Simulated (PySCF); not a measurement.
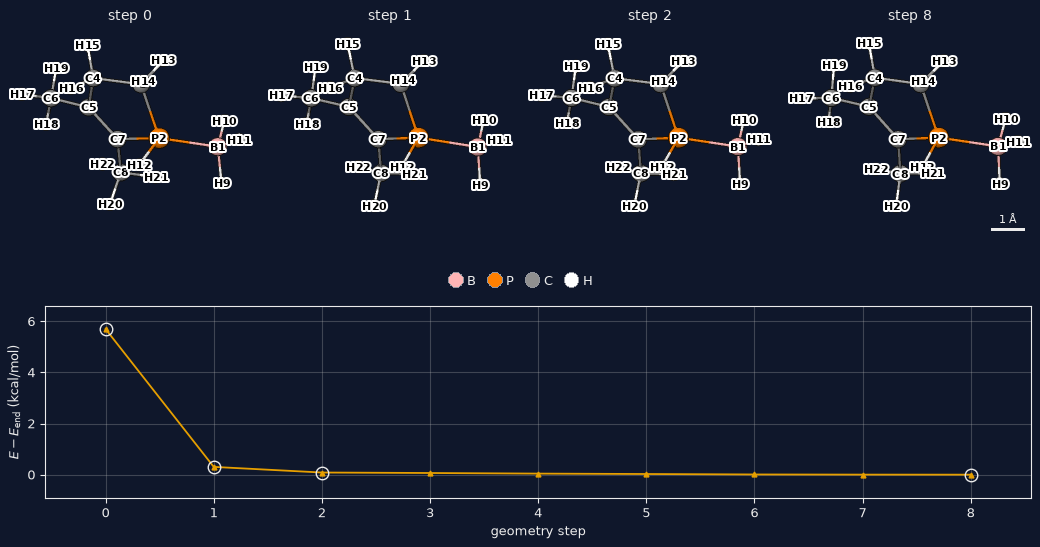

Frames of a relaxation of C₆H₁₄BP, marked on the history of the run. The picture is a ball-and-stick view, seen from a free direction.

The start comes from GFN2-xTB. Its atoms were then displaced at random by about 0.01 Å.

Level of theory: PBE0-D3(BJ)/def2-SVP geometry optimisation, gas phase (PySCF). 

**What happens along the run?**

The energy falls by 5.70 kcal/mol in 8 geometry steps. The atom that moves furthest after the best rigid fit is an H atom (0.28 Å). Largest moves by element: H 0.28 Å, C 0.05 Å, P 0.02 Å, B 0.02 Å. Some distances before and after: C–C 1.584 → 1.531 Å, C–H 1.060 → 1.103 Å, B–P 1.882 → 1.908 Å, H–P 1.400 → 1.425 Å. Among the angles between lasting bonds that change: B–P–H 120.4° → 113.9°, C–P–H 99.5° → 103.8°, C–P–H 100.5° → 104.5°. From step 0 to 1: an H atom moves most (0.21 Å), energy −5.39 kcal/mol. From step 1 to 2: an H atom moves most (0.03 Å), energy −0.22 kcal/mol. From step 2 to 8: an H atom moves most (0.10 Å), energy −0.08 kcal/mol.

| step | E − E(0), kcal/mol |
| --- | --- |
| 0 | 0.00 |
| 1 | -5.39 |
| 2 | -5.61 |
| 3 | -5.63 |
| 4 | -5.65 |
| 5 | -5.67 |
| 6 | -5.69 |
| 7 | -5.69 |
| 8 | -5.70 |
